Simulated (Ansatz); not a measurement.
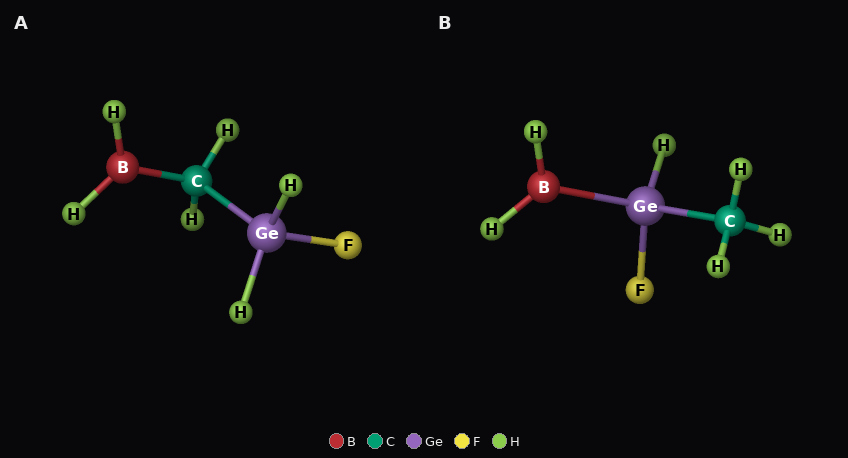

2 stationary structures of one formula. Geometries: PBE0-D4/def2-TZVP. Electronic energies: CCSD(T)/CBS (MP2 limit from def2-TZVPP and def2-QZVPP plus CCSD(T) − MP2) (Ansatz 0.2.0), without zero-point energy. No frequency run is at hand to confirm each as a minimum. Each is one conformer, not always the lowest.

### How are they related?

They are constitutional isomers of CH6BFGe: A `B[CH2][GeH2][F]`, B `[BH2][Ge@@H]([CH3])[F]`.

### Which is lowest in energy, and by how much?

A is lowest; B lies 29.9 kJ/mol above it.

Give E(B) − E(A) in kJ/mol at these levels too: ωB97X-V/def2-TZVPP; r2SCAN-D4/def2-TZVPP; PBE0-D4/def2-TZVPP; PBE-D4/def2-TZVPP; RHF-MP2 (frozen core)/def2-QZVPP; B2PLYP (frozen core)/def2-TZVPP; PBE0-D4/def2-TZVP; RHF-CCSD(T) (frozen core)/def2-TZVPP.

| level | E(B) − E(A) (kJ/mol) |
| --- | --- |
| ωB97X-V/def2-TZVPP | +30.6 |
| r2SCAN-D4/def2-TZVPP | +33.0 |
| PBE0-D4/def2-TZVPP | +31.4 |
| PBE-D4/def2-TZVPP | +30.6 |
| RHF-MP2 (frozen core)/def2-QZVPP | +35.1 |
| B2PLYP (frozen core)/def2-TZVPP | +31.7 |
| PBE0-D4/def2-TZVP | +31.7 |
| RHF-CCSD(T) (frozen core)/def2-TZVPP | +30.3 |
